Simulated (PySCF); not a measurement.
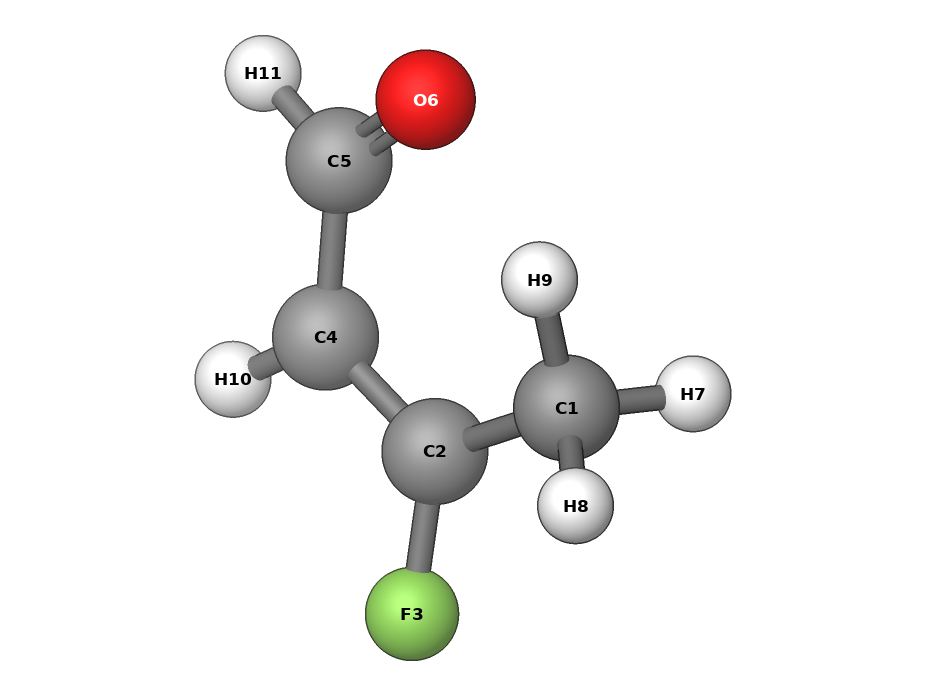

The species has charge +1 and is a spin doublet. Computed geometry: GFN2-xTB optimisation. No frequency run is at hand to confirm it as a minimum. Method: UKS B3LYP, pcH-1 on C F H O, non-relativistic (PySCF 2.14.0). Fermi-contact and spin-dipolar terms alone, no spin-orbit part.

Question: Which nucleus has the largest dipolar (anisotropic) hyperfine coupling?

Answer: 17O at O6: principal values −202.6, 97.2, 105.3 MHz.

List the isotropic and dipolar parts for the most strongly coupled nuclei, one of each equivalent set.

```
atom  isotope  a_iso (MHz)   dipolar part (MHz)
  O6      17O        −40.4  −202.6, 97.2, 105.3
  F3      19F         38.0   −52.7, −43.4, 96.1
  C4      13C         56.9   −22.2, −20.3, 42.5
  H9       1H         67.7    −16.7, −5.6, 22.3
  C1      13C         16.8     −9.2, −8.0, 17.2
  C5      13C        −62.2      −16.8, 7.4, 9.5
 H10       1H        −14.8     −9.3, −3.5, 12.9
 H11       1H        285.4     −8.7, −3.4, 12.1
```
